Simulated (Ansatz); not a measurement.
Input file:

```
crystal:
  periodic: [false, false, false]
  atoms:
    - { symbol: "N", position_ang: [1.4948, -0.0002, -0.8467] }
    - { symbol: C, position_ang: [0.0432, 0.3465, -0.5677] }
    - { symbol: F, position_ang: [-0.71635, -0.74901, -0.10606] }
    - { symbol: "N", position_ang: [0.00875, 1.43818, 0.33134] }
    - { symbol: C, position_ang: [-0.72608, 2.34087, -0.54489] }
    - { symbol: Se, position_ang: [-0.80147, 1.17647, -2.12059] }
    - { symbol: H, position_ang: [1.4946, -0.6289, -1.6524] }
    - { symbol: H, position_ang: [1.9372, 0.9406, -1.2057] }
    - { symbol: H, position_ang: [0.89358, 1.88087, 0.53029] }
    - { symbol: H, position_ang: [-0.1428, 3.29469, -0.77696] }
    - { symbol: H, position_ang: [-1.76458, 2.60961, -0.19719] }
basis:
  gaussian: { orbitals: def2-SVP }
hamiltonian:
  xc: b3lyp
  dispersion: d4
relax:
  f_tol: 0.015
  max_steps: 40
output:
  orbitals: {}
```

Command:

```sh
ansatz run input.yaml --threads 2 --pin off --max-ram 3072MiB --backend cpu --events-out ev --progress --plain --runs-dir out
```

The fields are those of the relaxed geometry.

The calculation used RKS B3LYP-D4/def2-SVP (Ansatz 0.2.0).

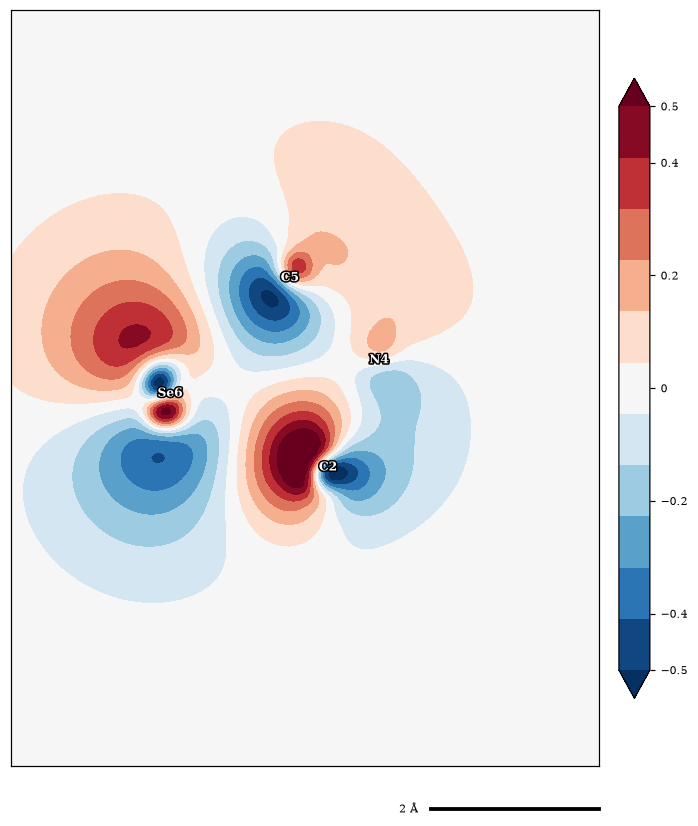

C$_{2}$H$_{5}$FN$_{2}$Se (SMILES NC1(F)NC[Se]1). One frontier orbital on the plane of atoms N4, C2 and Se6 (values in Å⁻³ᐟ²; the overall sign is arbitrary).

> Which orbital is it: HOMO or LUMO?

The LUMO, at −0.87 eV. It lies mainly on Se6 (about 55 %), C2 (about 20 %) and C5 (about 15 %).
